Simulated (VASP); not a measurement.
Energy against volume of PtAl$_{2}$ (fluorite). Calculation: optB86b-vdW, VASP's PBE PAW potentials (set 64) (plane waves; VASP).

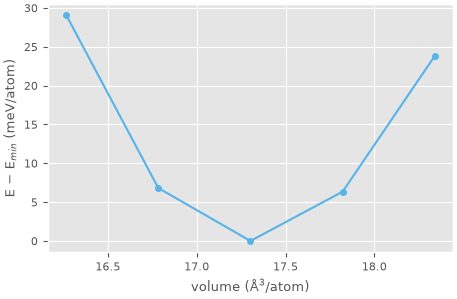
*Energy against volume*

Task: Estimate the equilibrium volume and the bulk modulus.

Result: The minimum lies near 17.3 Å³/atom, and the curvature gives B0 of about 140 GPa.

The compound is PtAl2 in the fluorite structure. It was relaxed first.
